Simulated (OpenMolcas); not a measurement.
**Run report: Xe²⁺, multiconfigurational calculation (part 2 of 2)**

The same run, continued: Xe²⁺. Method: state-averaged RASSCF, active space 6 electrons in the shells 5s 5p 5d; RAS3 5d with at most 2 electrons, basis ANO-R2, X2C scalar Hamiltonian, spin-orbit coupling by RASSI with atomic mean-field integrals (OpenMolcas).

### Output (extracts), continued
```
--- RASSCF ---
Wave function specifications:
      -----------------------------

      Number of closed shell electrons          46
      Number of electrons in active shells       6
      Max number of holes in RAS1 space          0
      Max nr of electrons in RAS3 space          2
      Number of inactive orbitals               23
      Number of active orbitals                  9
      Number of secondary orbitals              36
      Spin quantum number                      0.0
      State symmetry                             2
Orbital specifications:
      -----------------------

      Symmetry species                           1   2
                                                ag  au
      Frozen orbitals                            0   0
      Inactive orbitals                         14   9
      Active orbitals                            6   3
      RAS1 orbitals                              0   0
      RAS2 orbitals                              1   3
      RAS3 orbitals                              5   0
      Secondary orbitals                        16  20
      Deleted orbitals                           0   0
      Number of basis functions                 36  32
      Number of CSFs                           268
      Number of root(s) required                 3
      Iter CI   SX   CI       RASSCF       Energy    max ROT     max BLB   max BLB  Level Ln srch  Step   QN
          iter iter root      energy       change     param      element    value   shift minimum  type update
 Nr of preliminary CI iterations:   1
      Total energies have been shifted. Add                -7000.00 au
        1   1    6    0  -441.90298677    0.00E+00   2.29E-02    8  11 2 -8.68E-03*  0.00   0.00    SX    NO
        2   1    6    0  -441.90421626   -1.23E-03*  1.15E-03   12  24 1 -4.16E-03*  0.00   0.00    SX    NO
        3   1    6    0  -441.90423349   -1.72E-05*  3.47E-04   12  24 1  2.01E-03*  0.00   0.00    SX    NO
        4   1    6    0  -441.90423600   -2.52E-06*  1.41E-04   12  24 1 -9.18E-04*  0.00   0.00    SX    NO
        5   1    6    0  -441.90423652   -5.18E-07*  4.64E-05   12  24 1  4.28E-04   0.00   0.68    QN   YES
        6   1    3    0  -441.90423667   -1.42E-07  -5.51E-07   15  22 1 -1.89E-06   0.00   1.00    QN   YES
      Convergence after  6 iterations
        7   1    3    0  -441.90423667   -1.18E-11  -5.51E-07   15  22 1 -2.48E-07   0.00   1.00    QN   YES
      Natural orbitals and occupation numbers for root  1
      sym 1:   1.473702   0.183189   0.063737   0.023386   0.063737   0.183189
      sym 2:   0.898723   1.555169   1.555169
      Natural orbitals and occupation numbers for root  2
      sym 1:   1.473702   0.023386   0.183189   0.063737   0.063737   0.183189
      sym 2:   1.555169   0.898723   1.555169
      Natural orbitals and occupation numbers for root  3
      sym 1:   1.473702   0.063737   0.063737   0.183189   0.183189   0.023386
      sym 2:   1.555169   1.555169   0.898723
::    RASSCF root number  1 Total energy:  -7441.90423667
::    RASSCF root number  2 Total energy:  -7441.90423667
::    RASSCF root number  3 Total energy:  -7441.90423667
--- RASSI ---
SPIN-FREE ENERGIES:
  (Shifted by EMIN (a.u.) =      -7442.4598768637)

 SF State       Relative EMIN(au)   Rel lowest level(eV)    D:o, cm**(-1)      L_eff

     1             0.0000000000        0.0000000000              0.0000         1.0
     2             0.0000000000        0.0000000000              0.0000         1.0
     3             0.0000000000        0.0000000000              0.0000         1.0
     4             0.0532040892        1.4477570209          11676.9479         2.0
     5             0.0532040892        1.4477570209          11676.9479         2.0
     6             0.0532040892        1.4477570209          11676.9479         2.0
     7             0.0532040892        1.4477570209          11676.9479         2.0
     8             0.0532040892        1.4477570209          11676.9479         2.0
     9             0.1200252529        3.2660535167          26342.4981         0.0
    11             0.4332429545       11.7891413732          95085.8377         1.0
    12             0.4332429545       11.7891413732          95085.8377         1.0
    13             0.4332429545       11.7891413732          95085.8377         1.0
    14             0.5556401983       15.1197400487         121948.9277         1.0
    15             0.5556401983       15.1197400487         121948.9277         1.0
    16             0.5556401983       15.1197400487         121948.9277         1.0
    10             0.9649777127       26.2583812593         211788.1278         0.0
     Dipole printing threshold changed to   1.00000000E+00

++ Dipole transition strengths (spin-free states):
   -----------------------------------------------
     for osc. strength at least  1.00000000E+00

  ( Max oscillator strength is only    3.6413803009317083E-002 )
--
Eigenvalues of complex Hamiltonian:
   -----------------------------------
  (Shifted by EMIN (a.u.) =      -7442.4598768637)

 SO State       Relative EMIN(au)   Rel lowest level(eV)    D:o, cm**(-1)     J-value

     1            -0.0222669396        0.0000000000              0.0000         2.0
     2            -0.0222669396        0.0000000000              0.0000         1.0
     3            -0.0222669396        0.0000000000              0.0000         1.8
     4            -0.0222669396        0.0000000000              0.0000         1.6
     5            -0.0222669396        0.0000000000              0.0000         1.2
     6             0.0132032111        0.9651919723           7784.7983        -0.0
     7             0.0157024239        1.0331990154           8333.3121         0.6
     8             0.0157024239        1.0331990154           8333.3121         0.6
     9             0.0157024239        1.0331990154           8333.3121         1.0
    10             0.0597686050        2.2323008902          18004.7209         1.7
    11             0.0597686050        2.2323008902          18004.7209         1.4
    12             0.0597686050        2.2323008902          18004.7209         1.5
    13             0.0597686050        2.2323008902          18004.7209         1.4
    14             0.0597686050        2.2323008902          18004.7209         1.8
    15             0.1381585412        4.3653997230          35209.3233        -0.0
    16             0.4185454715       11.9951167818          96747.1414         1.2
    17             0.4185454715       11.9951167818          96747.1414         1.2
    18             0.4185454715       11.9951167818          96747.1414         1.8
    19             0.4185454715       11.9951167818          96747.1414         1.8
    20             0.4185454715       11.9951167818          96747.1414         1.7
    21             0.4445102561       12.7016545628         102445.7530         0.6
    22             0.4445102561       12.7016545628         102445.7530         1.0
    23             0.4445102561       12.7016545628         102445.7530         0.6
    24             0.4626379205       13.1949334408         106424.3154         0.0
    25             0.5590703797       15.8189943353         127588.7939         0.8
    26             0.5590703797       15.8189943353         127588.7939         0.8
    27             0.5590703797       15.8189943353         127588.7939         0.7
    28             0.9650460610       26.8661554064         216690.1569         0.0
Weights of the five most important spin-orbit-free states for each spin-orbit state.

 SO State  Total energy (au)           Spin-free states, spin, and weights
 -------------------------------------------------------------------------------------------------------
    1        -0.022267       3 1.0  0.6095    1 1.0  0.1633    2 1.0  0.1472    4 0.0  0.0513    8 0.0  0.0208
    2        -0.022267       1 1.0  0.4591    2 1.0  0.4418    5 0.0  0.0472    6 0.0  0.0226    3 1.0  0.0190
    3        -0.022267       3 1.0  0.4593    2 1.0  0.4015    1 1.0  0.0592    6 0.0  0.0359    5 0.0  0.0230
    4        -0.022267       3 1.0  0.4034    1 1.0  0.3966    2 1.0  0.1199    8 0.0  0.0387    4 0.0  0.0191
    5        -0.022267       1 1.0  0.4552    2 1.0  0.4228    7 0.0  0.0637    3 1.0  0.0420    5 0.0  0.0078
    6         0.013203       3 1.0  0.2849    1 1.0  0.2849    2 1.0  0.2849    9 0.0  0.1451   10 0.0  0.0001
    7         0.015702       3 1.0  0.4992    2 1.0  0.2669    1 1.0  0.2339    4 0.0  0.0000    7 0.0  0.0000
    8         0.015702       3 1.0  0.4977    1 1.0  0.2672    2 1.0  0.2351    5 0.0  0.0000    6 0.0  0.0000
    9         0.015702       1 1.0  0.4989    2 1.0  0.4980    3 1.0  0.0031    4 0.0  0.0000    6 0.0  0.0000
   10         0.059769       8 0.0  0.9189    3 1.0  0.0413    1 1.0  0.0206    2 1.0  0.0181    4 0.0  0.0004
   11         0.059769       7 0.0  0.9193    1 1.0  0.0354    2 1.0  0.0322    3 1.0  0.0124    6 0.0  0.0002
   12         0.059769       6 0.0  0.9191    2 1.0  0.0409    3 1.0  0.0279    1 1.0  0.0113    8 0.0  0.0004
```

### Spin-orbit levels, grouped by J and assigned

```csv
Configuration,Level,E (cm⁻¹),LS purity (%),Landé g
5s² 5p⁴,³P₂,0,92,1.461
5s² 5p⁴,³P₀,"7,785",85,–
5s² 5p⁴,³P₁,"8,333",100,1.501
5s² 5p⁴,¹D₂,"18,000",92,1.040
5s² 5p⁴,¹S₀,"35,210",85,–
5s 5p⁵,³P°₂,"96,750",100,1.501
5s 5p⁵,³P°₁,"102,400",97,1.486
5s 5p⁵,³P°₀,"106,400",100,–
```

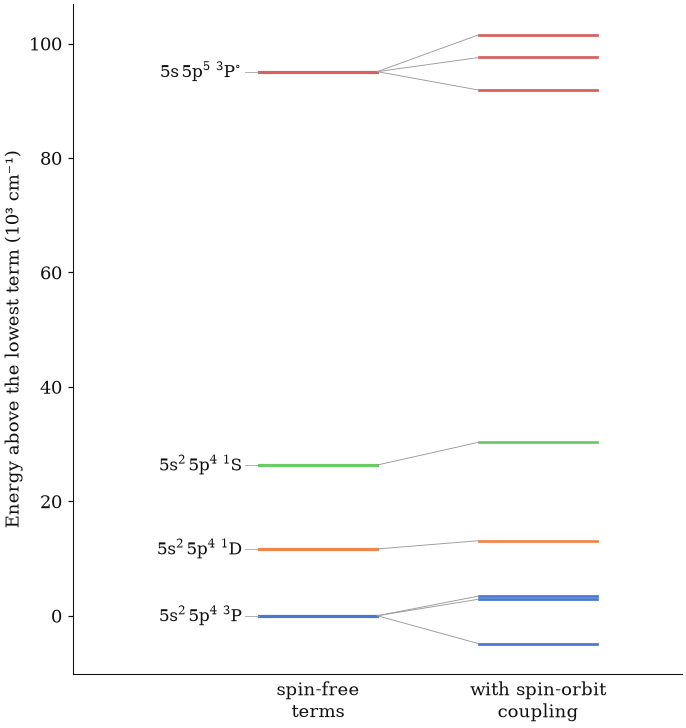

Fig. 2: Terms of Xe²⁺ without and with spin-orbit coupling; the J values are left off. 5s² 5p⁴ ³P (at 0) splits over 8,330 cm⁻¹ into J = 2, 0, 1 from the bottom up (irregular); 5s² 5p⁴ ¹D (at 11,700 cm⁻¹) gives the one level J = 2; 5s² 5p⁴ ¹S (at 26,300 cm⁻¹) gives the one level J = 0; 5s 5p⁵ ³P° (at 95,100 cm⁻¹) splits over 9,680 cm⁻¹ into J = 2, 1, 0 from the bottom up (inverted). The ground level lies 4,890 cm⁻¹ below the lowest term.

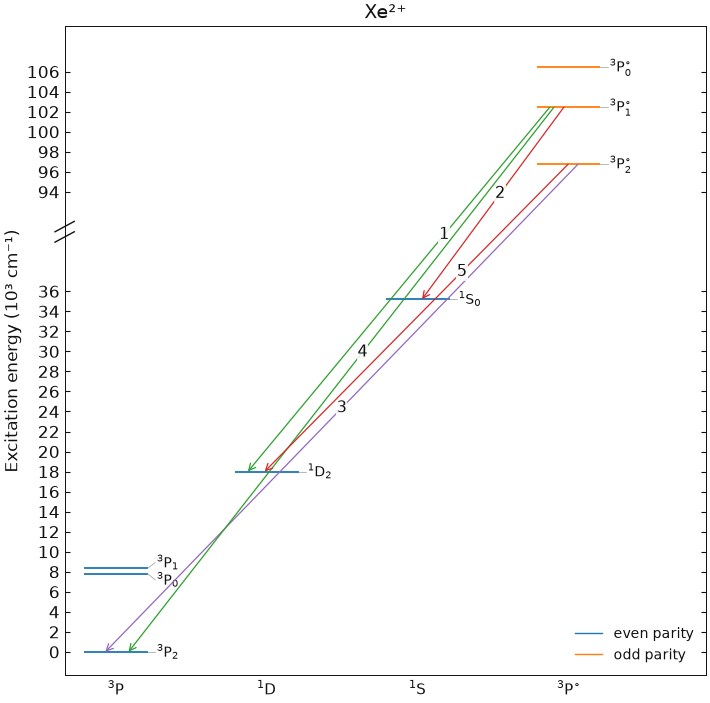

Fig. 3: Levels of Xe²⁺ with 5 numbered transitions. Rates are at computed energies.

```csv
No.,Upper,Lower,Type,λ (vacuum),A (s⁻¹)
1,5s 5p⁵ ³P°₁,5s² 5p⁴ ¹D₂,E1,118 nm,4.2×10⁵
2,5s 5p⁵ ³P°₁,5s² 5p⁴ ¹S₀,E1,149 nm,5.0×10⁶
3,5s 5p⁵ ³P°₂,5s² 5p⁴ ³P₂,E1,103 nm,3.2×10⁸
4,5s 5p⁵ ³P°₁,5s² 5p⁴ ³P₂,E1,97.6 nm,2.5×10⁸
5,5s 5p⁵ ³P°₂,5s² 5p⁴ ¹D₂,E1,127 nm,1.5×10⁷
```

Line 3 has the largest rate; it falls in the extreme ultraviolet region.

### Key numbers

| quantity | value |
| --- | --- |
| outcome | converged |
| lowest level | 5s² 5p⁴ ³P₂ |
| first excited level | 5s² 5p⁴ ³P₀, 7,785 cm⁻¹ (measured: 8,130) |
| energy of the lowest spin-free term | −7442.45988 hartree |
| energy of the lowest spin-orbit level | −7442.48214 hartree |
| largest spread among components of a term | 0.0 cm⁻¹ |
| wall time | 22 s |

### Remarks

Without dynamic correlation the gaps between configurations can be off by an electronvolt or more. Caveats: extra active shells serve correlation only, their own levels not computed; only configurations of the active space are included.
